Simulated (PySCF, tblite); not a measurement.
**C5H6BF2O radical: geometry, infrared bands and EPR parameters**

What infrared bands and EPR parameters should C5H6BF2O radical (`[CH2]BO[C@@]1(F)C(=C)[C@H]1F`) show?

Programs: tblite 0.8.0 and PySCF 2.14.0, with density-fitted response routines of our own. Each step states its level of theory. These are calculated values for one molecule in the gas phase, unless marked as measured. Atoms are numbered from 0 throughout.

### 1 The starting structure

15 atoms, charge 0, multiplicity 2; geometry from: force field or distance geometry start.

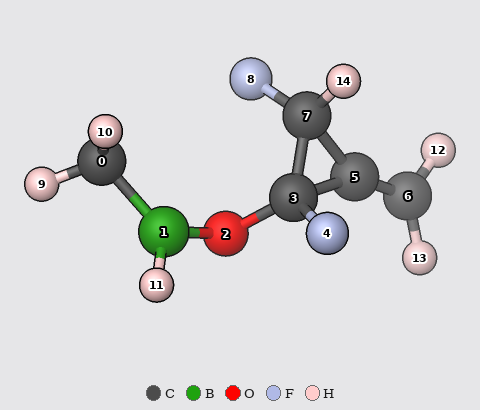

As it starts; carbon dark grey, boron green, oxygen red, fluorine light blue, hydrogen pink, atoms numbered.

### 2 Relaxing the molecule with GFN2-xTB

Job settings and geometry (Å):

```
{"job": {"kind": "relax", "xc": "GFN2-xTB", "basis": "xTB"}, "charge": 0, "multiplicity": 2}
C      2.625700     0.243000     1.077800
B      1.744100    -0.912500     0.427700
O      0.295200    -0.916500     0.582600
C     -0.247000    -0.258300    -0.558100
F     -0.043800    -0.836600    -1.790500
C     -1.715600     0.121300    -0.335400
C     -2.993000    -0.177900    -0.170300
C     -0.555200     1.132300    -0.448500
F     -0.270300     1.717600     0.765000
H      3.311800    -0.183200     1.830700
H      3.190600     0.757400     0.280300
H      2.281300    -1.815700    -0.115400
H     -3.729700     0.610600    -0.025000
H     -3.305200    -1.219100    -0.164900
H     -0.593200     1.745600    -1.377800
```

On the command line:

```console
$ OMP_NUM_THREADS=1 python probes_run.py task.json out
```

The driver reads the jobs from task.json and runs them one after another.

Standard output:

```text
step      E/eV     max force
  0    -771.22500    4.622
  1    -771.79928    2.046
  2    -772.07973    1.149
  3    -772.13747    1.210
  4    -772.17765    0.853
  5    -772.20436    0.588
  6    -772.24138    0.553
  7    -772.26271    0.441
  8    -772.28351    0.333
  9    -772.31170    0.431
 10    -772.35166    0.716
 11    -772.39762    0.793
 12    -772.44496    0.614
 13    -772.48443    0.465
 14    -772.52119    0.615
 15    -772.55992    0.803
 16    -772.61653    0.799
 17    -772.68476    0.648
 18    -772.73281    0.697
 19    -772.76791    0.668
 20    -772.80861    0.598
 21    -772.84043    0.587
 22    -772.88033    0.637
 23    -772.91379    0.465
 24    -772.93733    0.322
 25    -772.95339    0.326
 26    -772.98043    0.442
 27    -773.00707    0.512
 28    -773.03199    0.551
 29    -773.05054    0.471
 30    -773.07067    0.440
 31    -773.08937    0.459
 32    -773.11358    0.309
 33    -773.12353    0.352
 34    -773.14171    0.463
 35    -773.15653    0.393
 36    -773.16859    0.255
 37    -773.17414    0.184
 38    -773.17748    0.231
 39    -773.18052    0.196
 40    -773.18424    0.133
 41    -773.18602    0.116
 42    -773.18784    0.128
 43    -773.18990    0.141
 44    -773.19287    0.149
 45    -773.19594    0.122
 46    -773.19824    0.111
 47    -773.19991    0.136
 48    -773.20152    0.158
 49    -773.20366    0.175
 50    -773.20642    0.167
 51    -773.20919    0.133
 52    -773.21128    0.118
 53    -773.21258    0.081
 54    -773.21357    0.073
 55    -773.21469    0.094
 56    -773.21598    0.104
 57    -773.21731    0.092
 58    -773.21859    0.100
 59    -773.21995    0.100
 60    -773.22155    0.137
 61    -773.22352    0.136
 62    -773.22572    0.117
 63    -773.22813    0.137
 64    -773.23084    0.152
 65    -773.23441    0.202
 66    -773.23789    0.163
 67    -773.24159    0.193
 68    -773.24450    0.186
 69    -773.24912    0.200
 70    -773.25436    0.264
 71    -773.25959    0.234
 72    -773.26376    0.128
 73    -773.26751    0.126
 74    -773.27170    0.148
 75    -773.27420    0.151
 76    -773.27682    0.085
 77    -773.27813    0.145
 78    -773.27934    0.104
 79    -773.28046    0.082
 80    -773.28136    0.066
 81    -773.28188    0.073
 82    -773.28243    0.073
 83    -773.28290    0.061
 84    -773.28319    0.056
 85    -773.28341    0.045
 86    -773.28371    0.055
 87    -773.28411    0.058
 88    -773.28449    0.046
 89    -773.28478    0.052
 90    -773.28501    0.037
 91    -773.28520    0.036
 92    -773.28536    0.032
 93    -773.28549    0.031
 94    -773.28563    0.028
 95    -773.28583    0.035
 96    -773.28610    0.043
 97    -773.28637    0.041
 98    -773.28661    0.037
 99    -773.28685    0.046
100    -773.28718    0.049
101    -773.28774    0.079
102    -773.28857    0.107
103    -773.28961    0.130
104    -773.29077    0.112
105    -773.29200    0.099
106    -773.29298    0.088
107    -773.29384    0.060
108    -773.29454    0.062
109    -773.29450    0.143
110    -773.29516    0.031
111    -773.29526    0.031
112    -773.29535    0.016
113    -773.29540    0.019
114    -773.29546    0.018
115    -773.29550    0.017
116    -773.29553    0.013
117    -773.29556    0.012
118    -773.29559    0.017
119    -773.29562    0.019
120    -773.29566    0.023
121    -773.29572    0.026
122    -773.29580    0.040
123    -773.29588    0.030
124    -773.29595    0.026
125    -773.29598    0.010
126    -773.29599    0.009
```

Run time: 0.57 s. Hardware: 1 thread of Intel Xeon 6975P-C, shared host.

Step by step: (not every step is listed)

| step | energy from step 0 (eV) | largest force (eV/Å) |
| --- | --- | --- |
| 0 | 0.0000 | 4.6218 |
| 1 | -0.5743 | 2.0464 |
| 2 | -0.8547 | 1.1494 |
| 3 | -0.9125 | 1.2096 |
| 4 | -0.9526 | 0.8527 |
| 5 | -0.9794 | 0.5876 |
| 6 | -1.0164 | 0.5526 |
| 7 | -1.0377 | 0.4410 |
| 8 | -1.0585 | 0.3327 |
| 19 | -1.5429 | 0.6685 |
| 30 | -1.8457 | 0.4404 |
| 41 | -1.9610 | 0.1156 |
| 52 | -1.9863 | 0.1181 |
| 63 | -2.0031 | 0.1367 |
| 74 | -2.0467 | 0.1484 |
| 85 | -2.0584 | 0.0448 |
| 96 | -2.0611 | 0.0431 |
| 107 | -2.0688 | 0.0596 |
| 118 | -2.0706 | 0.0166 |
| 121 | -2.0707 | 0.0257 |
| 122 | -2.0708 | 0.0395 |
| 123 | -2.0709 | 0.0299 |
| 124 | -2.0709 | 0.0263 |
| 125 | -2.0710 | 0.0102 |
| 126 | -2.0710 | 0.0095 |

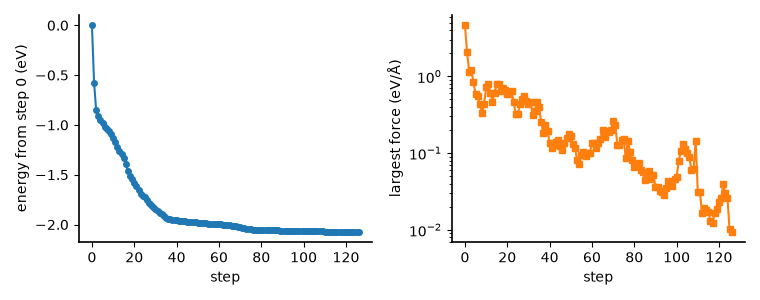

Energy and largest force along the relaxation.

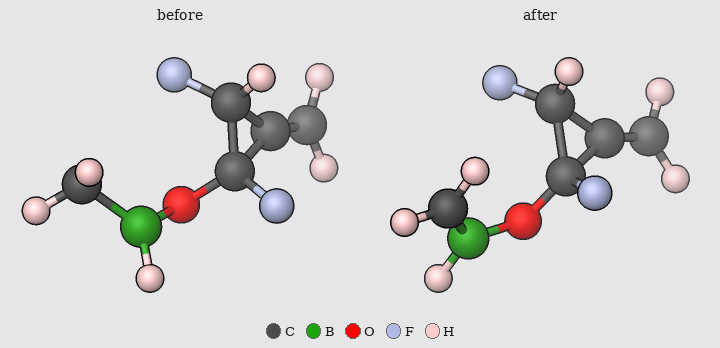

The geometry before (left) and after (right).

Close pairs (by a distance rule), those that changed most:

```csv
bond,before (Å),after (Å),change (Å)
C3–C7,1.429,1.524,+0.096
B1–O2,1.457,1.372,-0.085
C0–B1,1.592,1.518,-0.074
O2–C3,1.424,1.352,-0.072
C5–C7,1.543,1.478,-0.065
C3–C5,1.533,1.471,-0.062
C7–H14,1.114,1.085,-0.029
C0–H9,1.104,1.077,-0.027
```

The final coordinates are the input of the step that follows.

### 3 Harmonic vibrations with GFN2-xTB

Job settings and geometry (Å):

```
{"job": {"kind": "ir", "xc": "GFN2-xTB", "basis": "xTB"}, "charge": 0, "multiplicity": 2}
C      2.677399    -0.049633     0.272441
B      1.680118    -1.073197     0.783937
O      0.356443    -1.094366     0.424455
C     -0.210277    -0.220284    -0.437695
F      0.335547    -0.291701    -1.705762
C     -1.633191     0.139035    -0.338496
C     -2.891099    -0.219719    -0.388963
C     -0.636068     1.186846    -0.035237
F     -0.445358     1.592339     1.252942
H      3.711199    -0.045368     0.573900
H      2.423323     0.746136    -0.409830
H      1.958594    -1.924808     1.536016
H     -3.681304     0.469169    -0.136553
H     -3.176849    -1.214841    -0.687784
H     -0.472891     2.008380    -0.725283
```

Standard output:

```text
mode    cm-1     km/mol
  1      32.8      2.46
  2      91.2      3.21
  3     124.6      0.49
  4     163.5      0.36
  5     184.9      3.62
  6     191.9      2.09
  7     267.3      8.29
  8     284.1     12.47
  9     373.2      1.62
 10     400.2      0.07
 11     508.2     16.88
 12     569.3     14.20
 13     608.3      4.12
 14     641.4      1.98
 15     684.6      9.05
 16     727.3     14.89
 17     769.8    100.14
 18     808.1     10.58
 19     848.4     48.22
 20     912.1      8.69
 21     934.2     44.32
 22     947.3     17.33
 23    1018.2     10.15
 24    1031.5     61.19
 25    1034.4     59.05
 26    1096.1    138.14
 27    1146.6     43.47
 28    1226.2    249.23
 29    1246.8     62.76
 30    1301.8     80.48
 31    1408.2     18.46
 32    1424.6     15.12
 33    1858.0      2.48
 34    2652.9    136.58
 35    3018.7      8.96
 36    3086.0      4.96
 37    3096.5      9.11
 38    3113.2      9.23
 39    3132.3     27.74
```

Wall time 0.34 s (1 thread of Intel Xeon 6975P-C, shared host).

Which atoms move in the most intense modes:

| cm⁻¹ | km/mol | atoms |
| --- | --- | --- |
| 770 | 100.1 | H11 33 %, B1 24 %, C0 16 %, H9 15 % |
| 1032 | 61.2 | H11 18 %, B1 16 %, C0 16 % |
| 1034 | 59.0 | H12 17 %, H13 13 %, C6 10 % |
| 1096 | 138.1 | C3 37 %, O2 24 % |
| 1226 | 249.2 | B1 63 %, H11 11 % |
| 1247 | 62.8 | H14 34 %, C7 29 %, C3 18 % |
| 1302 | 80.5 | C3 44 %, C7 19 % |
| 2653 | 136.6 | H11 92 % |

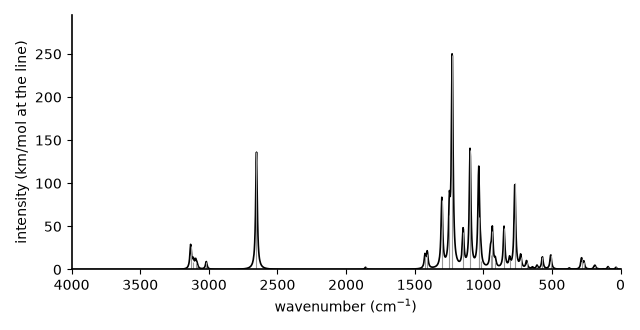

The infrared spectrum from these modes, unscaled. Lines are broadened to a width of 14 cm⁻¹ (Lorentzian).

### 4 EPR parameters: B3LYP/pcH-1

Settings changed since step 3:

```diff
@@ -1,2 +1,2 @@
-{"job": {"kind": "ir", "xc": "GFN2-xTB", "basis": "xTB"}, "charge": 0, "multiplicity": 2}
+{"job": {"kind": "epr", "basis": "pcH-1"}, "charge": 0, "multiplicity": 2}
 C      2.677399    -0.049633     0.272441
```

Level: UKS B3LYP, pcH-1 on B C F H O, non-relativistic, mean-field spin-orbit, GIAO.

Standard output:

```text
UKS, coarse grid
  cycle   1  E = -493.68632949  |g| = 6.47e-01
  cycle   2  E = -493.48514843  |g| = 1.03e+00
  cycle   3  E = -493.82150710  |g| = 9.54e-02
  cycle   4  E = -493.82442251  |g| = 5.42e-02
  cycle   5  E = -493.82563537  |g| = 1.42e-02
  cycle   6  E = -493.82571956  |g| = 4.62e-03
  cycle   7  E = -493.82572965  |g| = 1.95e-03
  cycle   8  E = -493.82573248  |g| = 8.73e-04
UKS, final grid
  cycle   1  E = -493.82572637  |g| = 1.41e-03
  cycle   2  E = -493.82572455  |g| = 2.63e-03
  cycle   3  E = -493.82572712  |g| = 1.35e-04
  cycle   4  E = -493.82572712  |g| = 4.57e-05
  cycle   5  E = -493.82572713  |g| = 3.68e-05
  cycle   6  E = -493.82572713  |g| = 7.23e-06
E = -493.82572713 Eh   <S^2> = 0.7525 (exact 0.7500)
g shifts (ppm)      1          2          3
  rmc          -134       -134       -134
  gc              5         34         32
  oz_so          96        704       1087
  total         -32        604        985
hyperfine (MHz)  atom isotope    a_iso     a_fc   dipolar eigenvalues
    0   13C      59.79      59.79    -69.33    -68.65    137.99
    1   11B     -20.31     -20.31     -9.29     -1.44     10.73
    2   17O      -6.95      -6.95    -19.21      9.12     10.08
    3   13C      -2.43      -2.43     -0.79     -0.38      1.17
    4   19F      -3.28      -3.28     -8.93     -3.87     12.80
    5   13C      -0.25      -0.25     -0.31     -0.22      0.53
    6   13C      -0.03      -0.03     -0.16     -0.11      0.27
    7   13C       0.63       0.63     -0.64     -0.48      1.11
    8   19F       3.89       3.89     -5.13     -4.85      9.99
    9    1H     -53.52     -53.52    -33.43     -1.62     35.05
   10    1H     -52.99     -52.99    -33.21     -1.71     34.92
   11    1H      -8.22      -8.22     -6.52     -3.43      9.95
   12    1H      -0.02      -0.02     -0.34     -0.33      0.67
   13    1H      -0.03      -0.03     -0.42     -0.42      0.84
   14    1H       0.96       0.96     -1.26     -1.09      2.35
```

It took 54 s on 1 thread of Intel Xeon 6975P-C, shared host; peak memory 0.97 GiB.

Principal g values 2.00229, 2.00292, 2.00330; g(iso) = 2.00284, against 2.00232 for a free electron.

Hyperfine couplings; where a row names several nuclei, a(iso) is their mean (it holds for fast rotation or exchange) and the dipolar term the largest among them:

```csv
nuclei,isotope,a(iso) (MHz),"a(iso) (G, at g = 2.0023)",largest dipolar term (MHz)
C0,13C,59.8,21.3,138.0
"H9, H10",1H,-53.3,-19.0,35.0
B1,11B,-20.3,-7.2,10.7
H11,1H,-8.2,-2.9,10.0
O2,17O,-7.0,-2.5,-19.2
F8,19F,3.9,1.4,10.0
F4,19F,-3.3,-1.2,12.8
C3,13C,-2.4,-0.9,1.2
H14,1H,1.0,0.3,2.3
C7,13C,0.6,0.2,1.1
C5,13C,-0.2,-0.1,0.5
H13,1H,0.0,0.0,0.8
C6,13C,0.0,0.0,0.3
H12,1H,0.0,0.0,0.7
```

Mulliken spin populations:

C0 0.95; B1 0.09; O2 0.05; C3 -0.01; F4 0.00; C5 0.00; C6 0.00; C7 0.00; F8 0.00; H9 -0.04; H10 -0.04; H11 0.00; H12 0.00; H13 0.00; H14 0.00

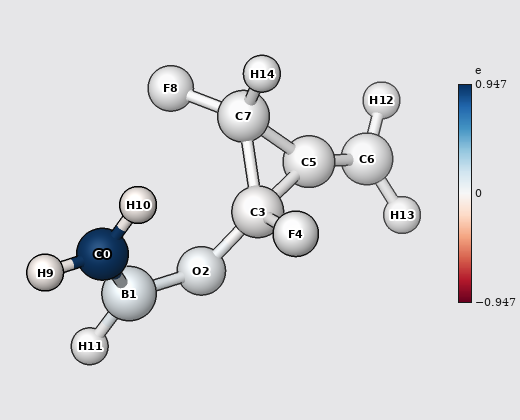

Mulliken spin populations, as colours on the atoms.

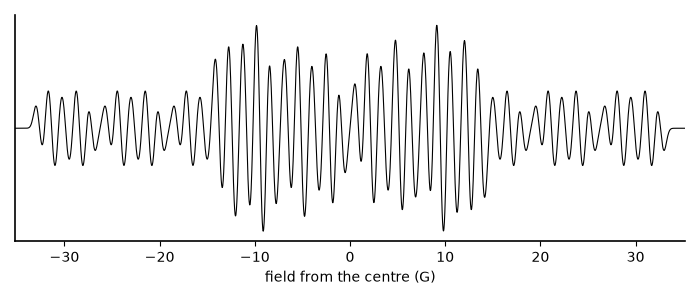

First-order isotropic spectrum (first derivative, main isotopes with spin only, couplings over 0.8 MHz, Gaussian width 0.3 G; couplings of the frozen geometry, rotation of groups not averaged beyond the rows shown).

The fields below are evaluated on a grid from the run's orbitals.

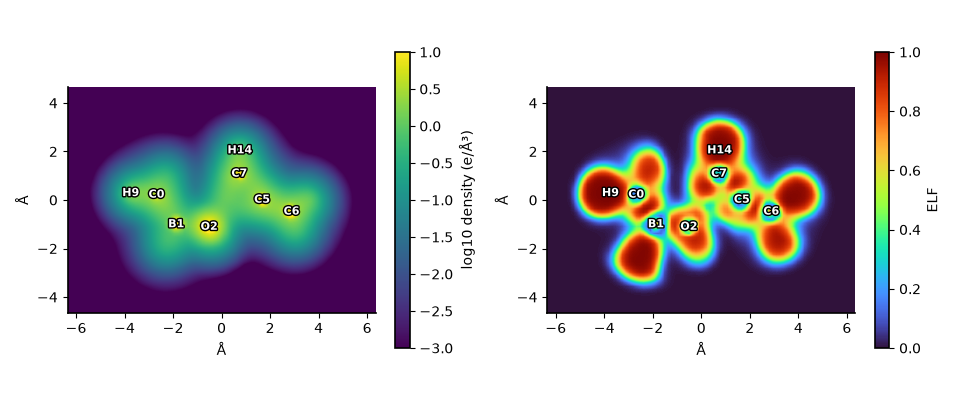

Density (left) and ELF (right) in a plane through or near 8 of the atoms.

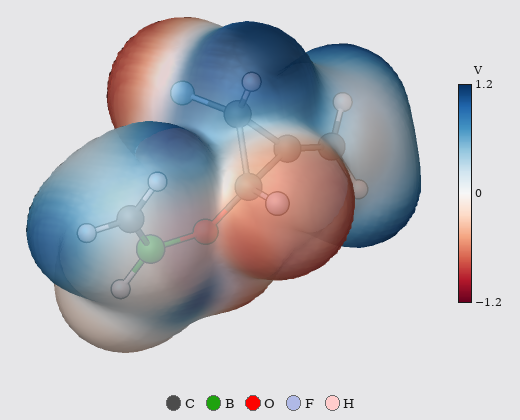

The potential that a unit positive charge feels on the 0.002 e/bohr³ surface, from -1.01 V near O2 to 1.20 V near H14.

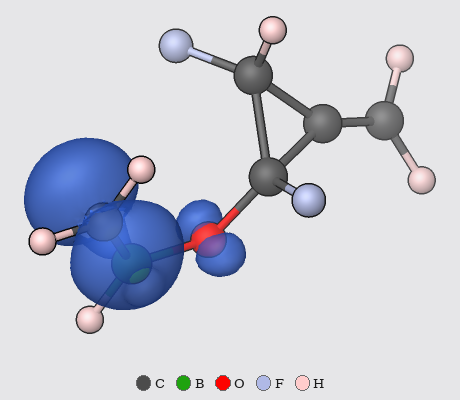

Spin density at ±0.04 e/Å³ (alpha excess blue, beta excess red).

### 5 What came out

| quantity | value |
| --- | --- |
| strongest single infrared mode (GFN2-xTB) | 1226 cm⁻¹, 249 km/mol |
| zero-point energy (GFN2-xTB) | 61.4 kcal/mol |
| g(iso) (B3LYP) | 2.00284 |
| ⟨S²⟩ | 0.752 (exact 0.75) |
| largest a(iso) (averaged by class) | 13C on C0, 59.8 MHz |
| potential on the surface of density 0.002 e/bohr³, 1st and 99th percentile | -1.01 V and 1.20 V |

What this shows: The optimisation took 126 steps and gained 2.071 eV; among the close pairs (by a distance rule), C3–C7 changed most, from 1.429 to 1.524 Å. No mode is imaginary among the 39: a minimum at this level. The strongest single mode, at 1226 cm⁻¹, moves mainly B1. Unscaled tight-binding wavenumbers are off by several per cent, some by more. Its intensities can rank the bands wrongly. C0 carries the largest spin population, 0.95 e. The isotropic g lies 0.5 ppt above the free-electron value. These values are for one conformer; the search (at its own cheap level) found 2 more, at 0.09, 0.17 kcal/mol, and measured spectra average over such forms.
